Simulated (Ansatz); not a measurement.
KTaO3 (cubic perovskite): energy against volume

KTaO$_{3}$ (cubic perovskite)

```xyz
5
Lattice="3.9842 0.0000 0.0000 0.0000 3.9842 0.0000 0.0000 0.0000 3.9842" Properties=species:S:1:pos:R:3 pbc="T T T"
K      0.0000     0.0000     0.0000
Ta     1.9921     1.9921     1.9921
O      0.0000     1.9921     1.9921
O      1.9921     1.9921     0.0000
O      1.9921     0.0000     1.9921
```

The volume is varied about the relaxed value V₀ at fixed cell shape. Symmetry pins the atoms to their sites.

These are PBEsol (plane waves to 420 eV, PAW, scalar-relativistic; Ansatz, a first-principles code) values and carry that method's errors. k mesh 8×8×8 (Γ-centred), Fermi-Dirac smearing 0.05 eV. The energy includes the smearing's −TS. Compression counts positive. KTaO3 is run without spin polarisation. KTaO3 was relaxed with its symmetry unable to fall. Spin-orbit coupling is left out, though Ta is heavy. The PAW data are Ansatz's earlier set. The zero of ΔE is the relaxed starting cell.

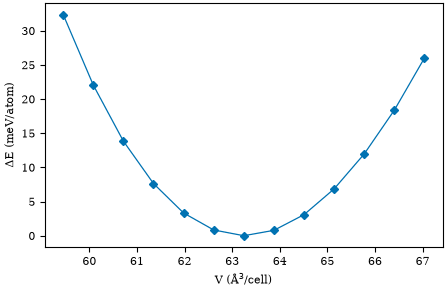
Figure: ΔE (meV/atom) against V (Å³/cell); computed points joined by lines.

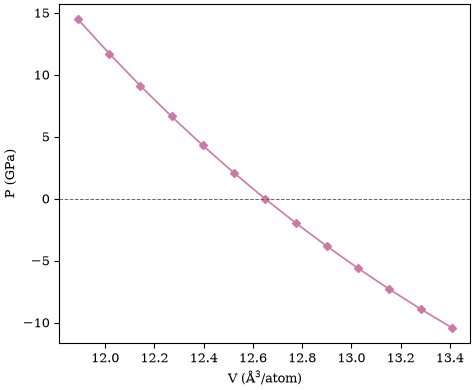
*P (GPa) against V (Å³/atom); computed points joined by lines.*

The pressure for 5 % compression (fit) is 11.7 GPa, the equilibrium volume of the fit is 12.65 Å³/atom and the pressure at the smallest volume is 14.5 GPa. The energy cost of the largest compression is 32.4 meV/atom. The pressure derivative B₀′ (fit) is 4.5.

P = (3B₀/2)(x⁷ − x⁵)[1 + ¾(B₀′ − 4)(x² − 1)] with x = (1/0.95)^(1/3), B₀ = 204 GPa and B₀′ = 4.47.

(Under strain, the slope of the energy per volume gives the stress and its curvature an elastic modulus.)
